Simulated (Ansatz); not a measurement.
CH6Ge···H2S

Input

```
crystal:
  periodic: [false, false, false]
  atoms:
    - { symbol: Ge, position_ang: [0.184096, -0.159589, -0.015503] }
    - { symbol: H, position_ang: [-0.133327, -0.160239, 1.50451] }
    - { symbol: H, position_ang: [1.733379, -0.16433, -0.153358] }
    - { symbol: H, position_ang: [-0.355288, 1.165893, -0.611392] }
    - { symbol: C, position_ang: [-0.572649, -1.742929, -0.905095] }
    - { symbol: H, position_ang: [-0.33599, -2.653054, -0.33782] }
    - { symbol: H, position_ang: [-1.662876, -1.642773, -0.977888] }
    - { symbol: H, position_ang: [-0.154002, -1.846072, -1.915048] }
    - { symbol: S, position_ang: [-3.082323, 0.518373, 0.909398] }
    - { symbol: H, position_ang: [-3.741251, -0.519462, 1.501269] }
    - { symbol: H, position_ang: [-1.936871, 0.291082, 1.654926] }
basis:
  gaussian: { orbitals: def2-mTZVP }
hamiltonian:
  xc: pbe
relax:
  f_tol: 0.03
  max_steps: 50
output:
  orbitals: {}
```

Run with:

```sh
ansatz run input.yaml --threads 2 --pin off --max-ram 3072MiB --backend cpu --events-out ev --progress --plain --runs-dir out
```

The fields are those of the run's last geometry, not of the input's.

All numbers below come from Ansatz, RKS PBE/def2-mTZVP.

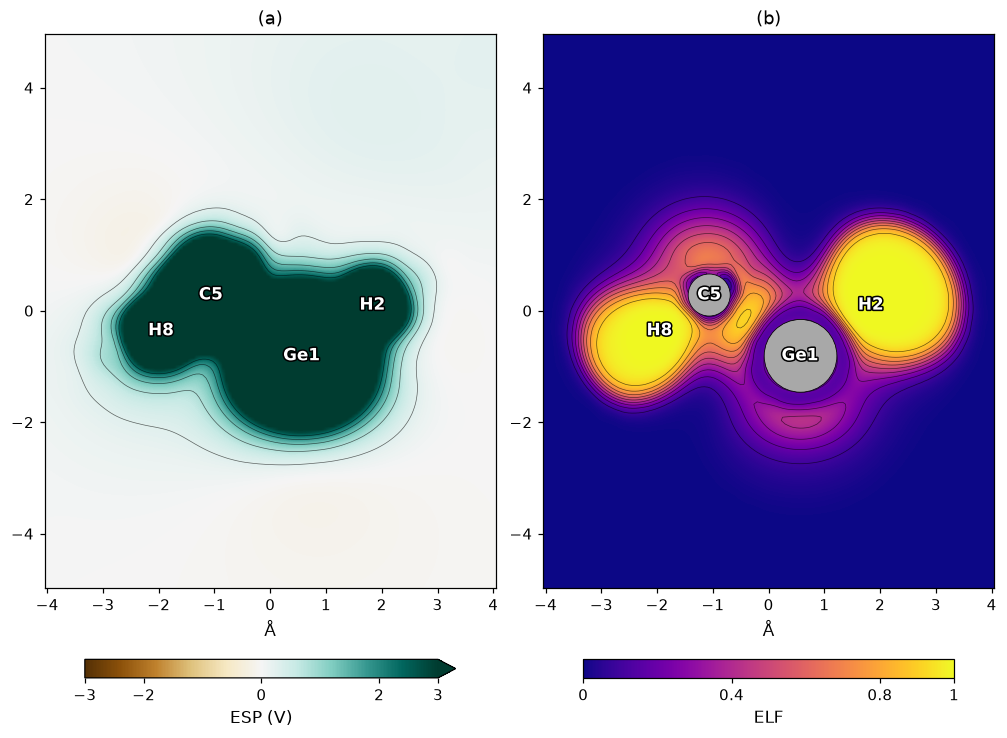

Figure 1. (a) electrostatic potential; (b) ELF on the plane of atoms H2, Ge1 and C5. Grey discs cover the atomic cores in the ELF map.

Q: What does the map show?

A: The section cuts through Ge, H and C sites.
C–Ge (1.97 Å): the ELF peaks at about 0.90 between the atoms (a shared electron pair).
C–H (1.10 Å): the ELF climbs to about 1 towards the hydrogen, as it does in any bond to H: a covalent bond by its length.
Ge–H (1.55 Å): the ELF climbs to about 1 towards the hydrogen.
The potential has no marked negative region in this plane.

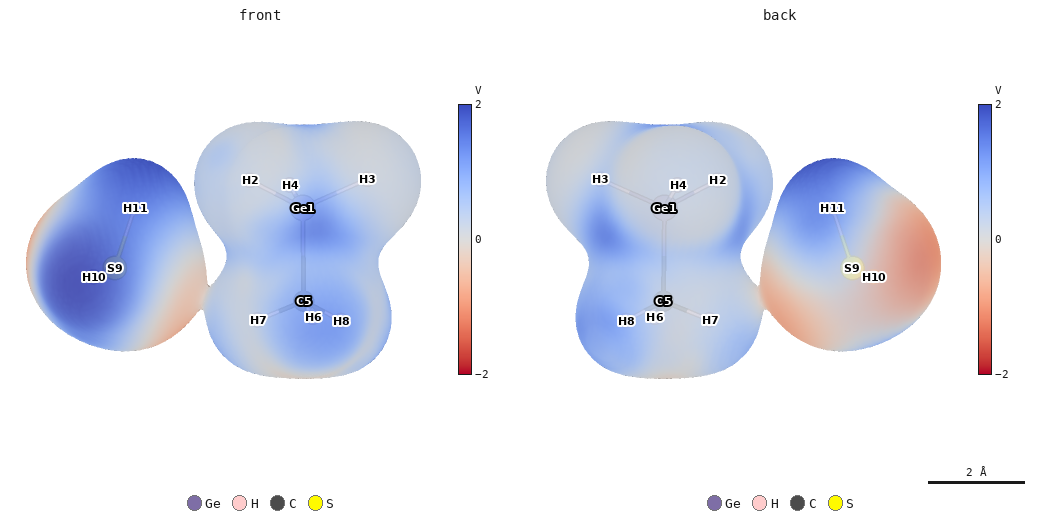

Figure 2. The electrostatic potential painted on the density surface at 0.004 e/bohr³, seen from the front and from behind; the colour scale runs from red (negative) to blue (positive).

Q: Describe the electrostatic potential map.

A: The most negative region (about −1.0 V) lies over S9, the most positive (about +2.0 V) over H10.

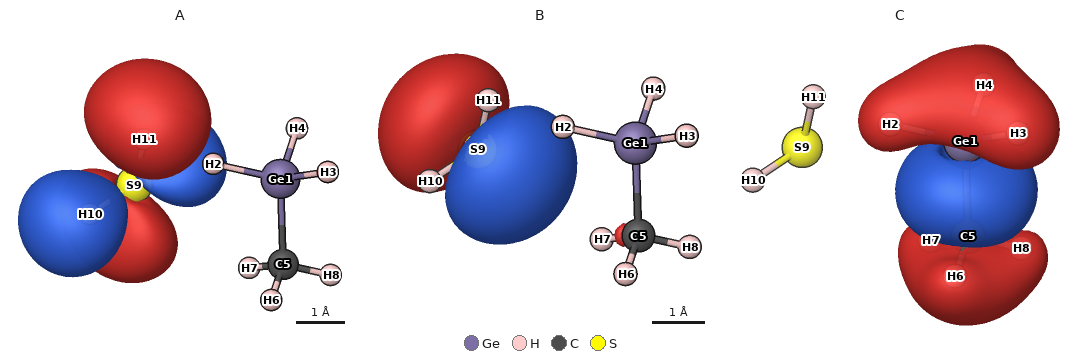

Figure 3. Three frontier orbitals at ±0.08 Å⁻³ᐟ² (blue and red are the two phases), in no order.

Q: Which picture is the HOMO−1, the HOMO and the LUMO?

A: C is the HOMO−1 (−7.63 eV). It lies mainly on C5 (about 40 %), Ge1 (about 30 %) and H3 (about 5 %). B is the HOMO (−6.23 eV). Its weight (Hirshfeld) is mainly on S9 (about 90 %); largely a lone pair of S9. A is the LUMO (−0.57 eV). By Hirshfeld shares it lies mainly on S9 (about 55 %), H11 (about 20 %) and H10 (about 15 %).

Q: What is the HOMO–LUMO gap?

A: 5.66 eV between the orbital energies.
